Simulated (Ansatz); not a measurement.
CH$_{8}$O$_{2}$Si$_{2}$ (SMILES C[Si](O)(O)[SiH3])

Input

```
crystal:
  periodic: [false, false, false]
  atoms:
    - {symbol: C, position_ang: [-1.561727, 0.837142, 0.349494]}
    - {symbol: Si, position_ang: [0.227209, 0.363195, 0.191500]}
    - {symbol: O, position_ang: [0.793613, 0.372044, 1.743661]}
    - {symbol: O, position_ang: [1.065160, 1.413241, -0.768198]}
    - {symbol: Si, position_ang: [0.583955, -1.720290, -0.829146]}
    - {symbol: H, position_ang: [-1.657793, 1.814781, 0.831402]}
    - {symbol: H, position_ang: [-2.101479, 0.110399, 0.961055]}
    - {symbol: H, position_ang: [-2.041627, 0.887781, -0.630422]}
    - {symbol: H, position_ang: [1.709517, 0.121367, 1.874723]}
    - {symbol: H, position_ang: [1.004651, 2.348537, -0.562878]}
    - {symbol: H, position_ang: [0.161639, -1.712331, -2.256413]}
    - {symbol: H, position_ang: [-0.189012, -2.780047, -0.122349]}
    - {symbol: H, position_ang: [2.026394, -2.090621, -0.767528]}
basis:
  gaussian: {orbitals: def2-TZVPP}
hamiltonian: {xc: pbe0, dispersion: d4}
output: {orbitals: {seedname: orbitals}}
```

Command:

```sh
ansatz run in.yaml --threads 4 --pin off --events-out ev --progress --plain --max-ram 10444MiB
```

Geometry: PBE0-D4/def2-TZVP.

Computed with RKS PBE0-D4/def2-TZVPP in Ansatz.

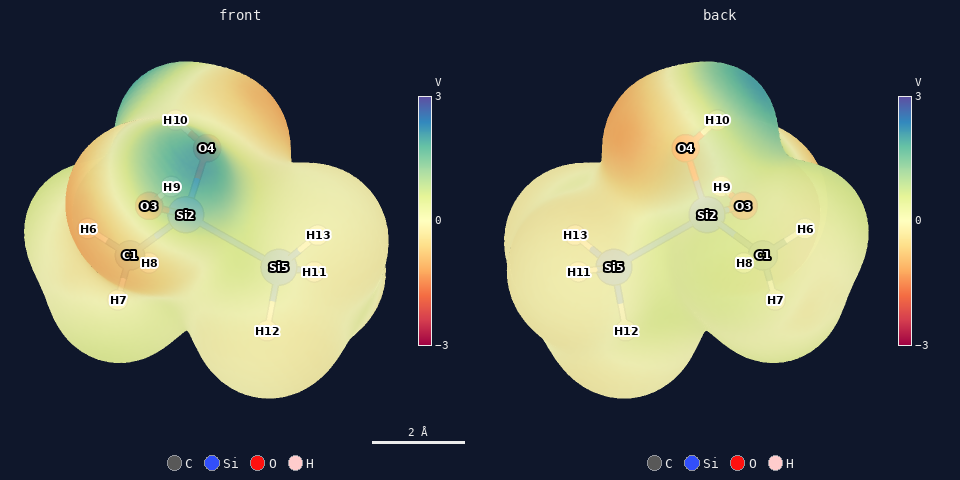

Figure 1. The molecular electrostatic potential painted on the density surface at 0.001 e/bohr³, seen from the front and from behind; red is negative and blue positive.

Which sites attract a positive test charge, and which a negative one?

A positive charge is drawn to the negative regions and a negative charge to the positive ones. The most negative region (about −1.1 V) lies over O3 and O4, the most positive (about +2.0 V) over H9 and H10.

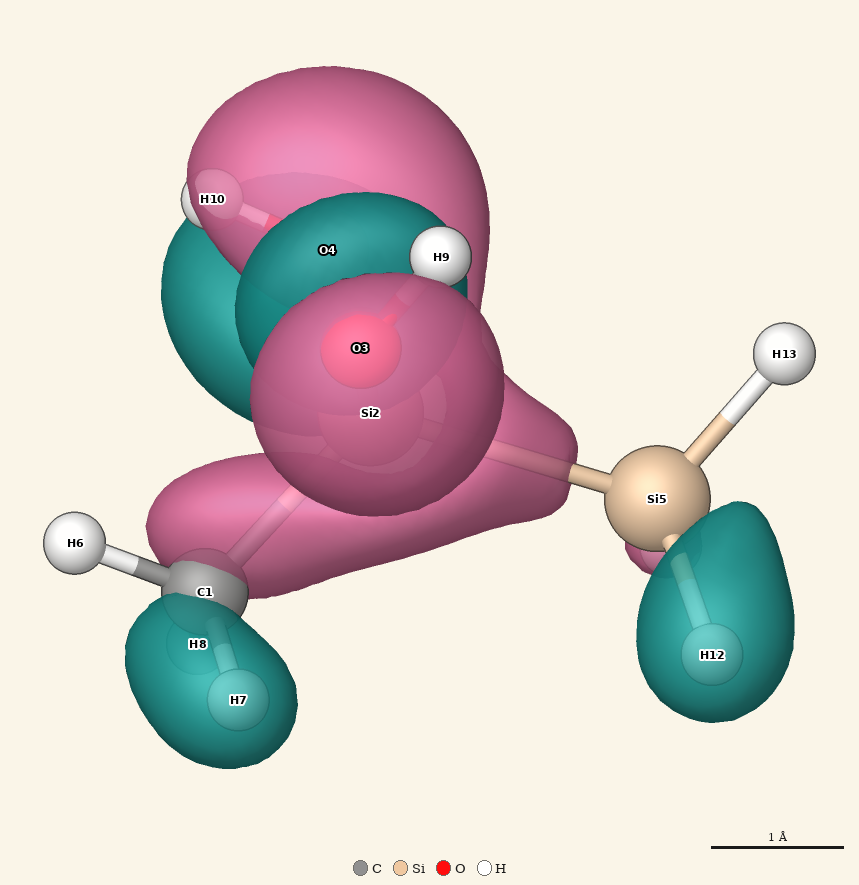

Figure 2. The HOMO−1 at ±0.08 Å⁻³ᐟ² (teal and pink are the two phases), seen at a tilt.

Where does this orbital lie, and at what energy?

It lies mainly on O4 (about 50 %) and O3 (about 25 %); largely a combination of lone pairs on O4 and O3. Its energy is −9.10 eV.

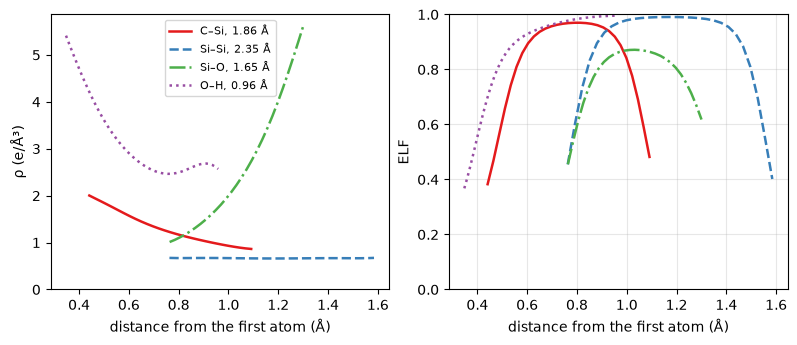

Figure 3. Electron density and ELF along straight lines between neighbouring atoms. The curves leave out the atomic cores.

Compare the contacts.

C–Si (1.86 Å): ρ at the midpoint is about 1 e/Å³; the ELF peaks at about 0.95 between the atoms; a shared electron pair.
Si–Si (2.35 Å): ρ at the midpoint is about 0.66 e/Å³; the ELF peaks at about 1 between the atoms, as expected for localised, covalent bonding.
Si–O (1.65 Å): ρ at the midpoint is about 1.2 e/Å³; the ELF peaks at about 0.85 between the atoms (a polar covalent bond).
O–H (0.96 Å): ρ is about 3.8 e/Å³ halfway; the ELF climbs to about 1 towards the hydrogen, as it does in any bond to H (an ordinary covalent bond to hydrogen).
